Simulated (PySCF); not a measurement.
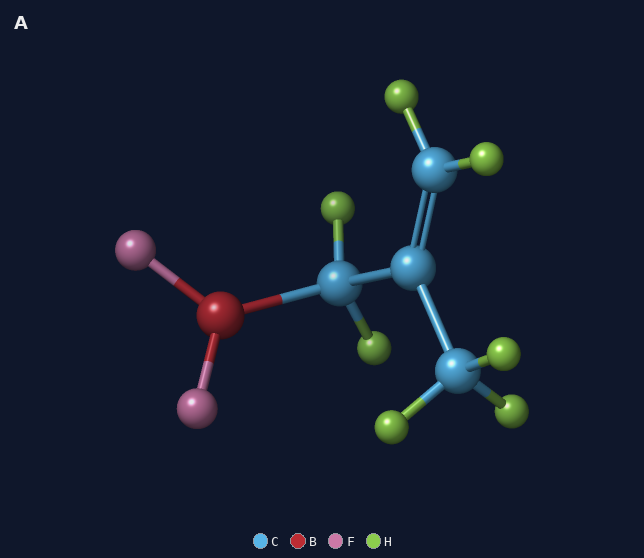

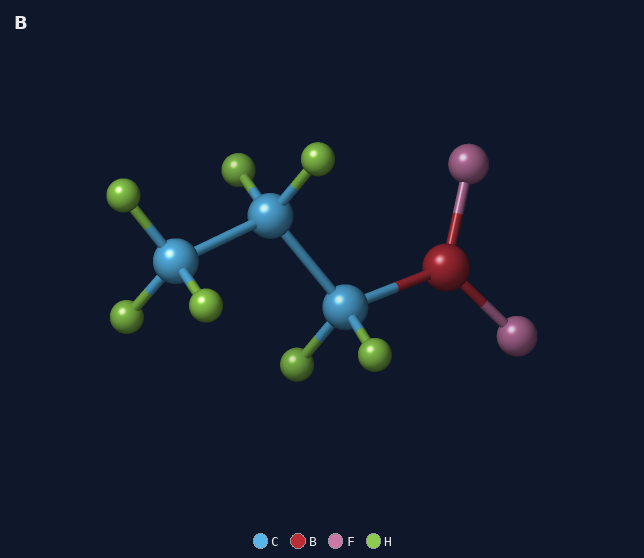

Two related species, optimised with GFN2-xTB; properties computed with PySCF 2.14.0. Both: charge 0, singlet.

### What are A and B?

A is C4H7BF2 (C=C(C)CB(F)F), B is C3H7BF2 (CCCB(F)F).

Compare them. With CAM-B3LYP/def2-SVPD: dipole moment (D), HOMO–LUMO gap (eV), HOMO energy (Kohn–Sham orbital) (eV), lowest vertical singlet excitation (eV), mean static polarisability (bohr³). With GFN2-xTB: mean B–C length (Å), mean B–F length (Å).

```tsv
quantity	A	B
dipole moment (D)	1.71	1.86
HOMO–LUMO gap (eV)	9.53	11.76
HOMO energy (Kohn–Sham orbital) (eV)	−8.68	−10.87
lowest vertical singlet excitation (eV)	6.49	8.37
mean static polarisability (bohr³)	61.8	50.6
mean B–C length (Å)	1.581	1.576
mean B–F length (Å)	1.318	1.319
```

Each is one conformer, and no frequency run is at hand to confirm it as a minimum.

The geometry is semi-empirical. Around B such bond lengths and angles can be off by a tenth of an ångström or more and by several degrees, and values that hang on the shape move with them.
